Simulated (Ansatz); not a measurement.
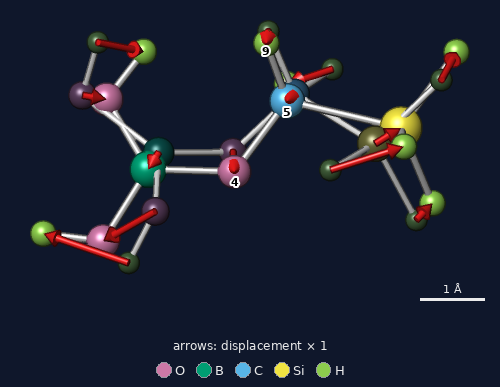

A relaxation of CH7BO3Si. The starting structure is drawn faded, the final one solid; red arrows show the displacements, at their true length. The two geometries are superimposed by the best rigid fit.

The picture is a ball-and-stick view, seen at a tilt.

The run prepares an end point of a later path (hydrogen shift) calculation, from a guessed geometry.

Level of theory: RKS PBE0-D4/def2-SVP in Ansatz.

Input
```yaml
crystal:
  periodic: [false, false, false]
  atoms:
    - { symbol: O, position_ang: [0.8512, -2.6411, 0.467] }
    - { symbol: B, position_ang: [0.3311, -1.4827, -0.3634] }
    - { symbol: O, position_ang: [1.0532, -1.0808, -1.5644] }
    - { symbol: O, position_ang: [-0.8482, -0.7771, -0.0205] }
    - { symbol: C, position_ang: [-0.6604, 0.2937, 0.8279] }
    - { symbol: Si, position_ang: [-0.4146, 1.8997, -0.1347] }
    - { symbol: H, position_ang: [1.4183, -2.1783, 1.1385] }
    - { symbol: H, position_ang: [0.7443, -1.614, -2.2888] }
    - { symbol: H, position_ang: [0.1936, 0.1592, 1.5925] }
    - { symbol: H, position_ang: [-1.5584, 0.4572, 1.5015] }
    - { symbol: H, position_ang: [-0.279, 3.0141, 0.8171] }
    - { symbol: H, position_ang: [0.8175, 1.7797, -0.9403] }
    - { symbol: H, position_ang: [-1.6282, 2.1355, -1.0176] }
basis:
  gaussian: { orbitals: def2-SVP }
hamiltonian:
  xc: pbe0
  dispersion: d4
relax:
  f_tol: 0.02
  max_steps: 50
```

Command:
```bash
ansatz run input.yaml --threads 2 --pin off --max-ram 3072MiB --backend cpu --events-out ev --progress --plain --runs-dir out
```

> What did the optimiser do to the structure, and how much energy did it gain?

H8 moves most after the best rigid fit: 1.52 Å. Largest moves by element: H 1.52 Å, O 1.24 Å, C 0.57 Å, Si 0.49 Å, B 0.35 Å. Among the contacts that change: O1–B2 1.517 → 1.369 Å, B2–O3 1.458 → 1.357 Å, B2–O4 1.416 → 1.369 Å, C5–H9 1.154 → 1.110 Å. Bond angles that change, for instance: B2–O1–H7 102.1° → 113.8°, B2–O4–C5 115.0° → 121.6°, H9–C5–H10 102.1° → 106.8°. Groups turn about B2–O4 by about 90°, O1–B2 by about 90°, O4–C5 by about 85°. After 27 accepted moves (28 points after the start) the energy has fallen by 42.6 kcal/mol. The largest force component goes from 4 to 0.011 eV/Å. The line search rejected the trial step at point 15 of the run.
